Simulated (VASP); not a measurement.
Band structure of SnPbS₂ (space group R-3m). Calculation: PBEsol GGA, VASP's PBE PAW potentials (set 64) (plane waves; VASP).

Unless said otherwise, spin-orbit coupling is left out, though it shifts the bands of the heavy elements here.

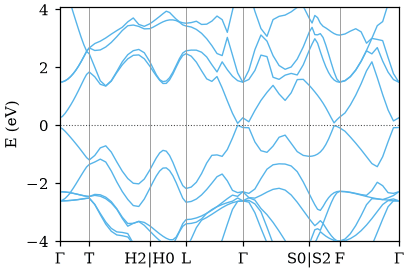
*Bands along high-symmetry lines, zero at the valence-band maximum or, without a gap, the Fermi level*

Read the plot: is there a gap, and where are the band edges?

The gap is direct, 0.07 eV, from the valence maximum at L-Γ at 0.91 to the conduction minimum at L-Γ at 0.91. (Edges off the drawn lines would not show.)

The structure comes from a computed database's SnPbS2 entry (R-3m); how it stands against other phases isn't given here. It was relaxed first, which changed the volume by -6 %.
